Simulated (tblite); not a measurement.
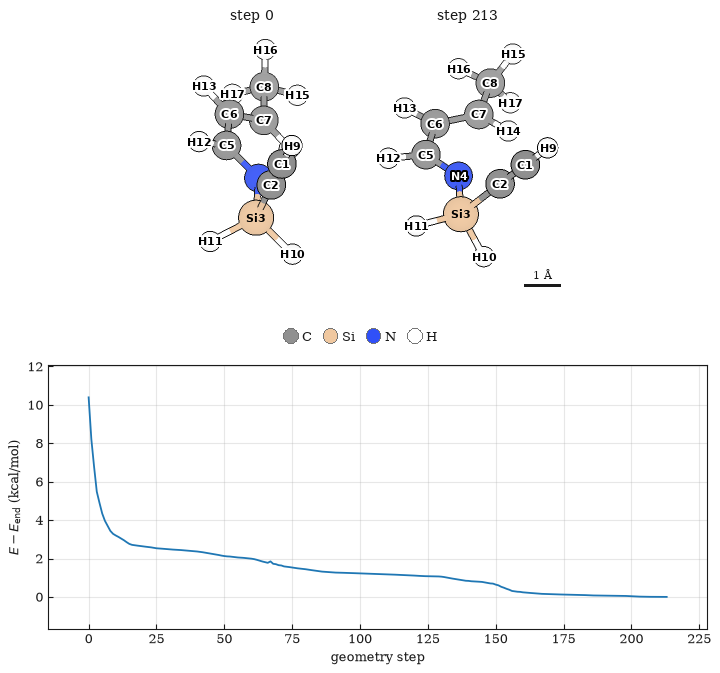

First and last geometry of a relaxation of C$_{6}$H$_{9}$NSi, with the history of the run. Style: ball-and-stick. Shown from a free direction.

Theory: tblite 0.8.0, GFN2-xTB geometry optimisation, gas phase. 

What do the curves and the structures tell?

Answer. It converged. The atom that moves furthest after the best rigid fit is H17 (1.77 Å). By element the largest moves are H 1.77 Å, C 0.84 Å, N 0.52 Å, Si 0.38 Å. Among the contacts that change: Si3–N4 1.792 → 1.713 Å, N4–C5 1.290 → 1.259 Å, C8–H17 1.116 → 1.090 Å, C8–H15 1.111 → 1.090 Å. Bond angles that change, for instance: Si3–N4–C5 118.2° → 135.0°, C6–C7–C8 116.6° → 125.1°, C6–C5–H12 122.3° → 114.9°. Groups turn about Si3–N4 by about 55°, C7–C8 by about 55°. The energy falls by 10.4 kcal/mol in 213 geometry steps. The run took 1.3 s on 1 thread of Arm Neoverse V2, with other jobs on the host.

```
step  E − E(0), kcal/mol
   0                0.00
   1               -2.18
   2               -3.60
   3               -4.91
   4               -5.50
   5               -6.05
   6               -6.43
   7               -6.70
   8               -6.95
   9               -7.11
  10               -7.19
  21               -7.78
  31               -7.93
  42               -8.07
  53               -8.31
  63               -8.51
  74               -8.84
  85               -9.06
  95               -9.14
 106               -9.20
 117               -9.26
 128               -9.32
 138               -9.52
 149               -9.70
 160              -10.15
 170              -10.25
 181              -10.29
 192              -10.32
 202              -10.37
 213              -10.39
```
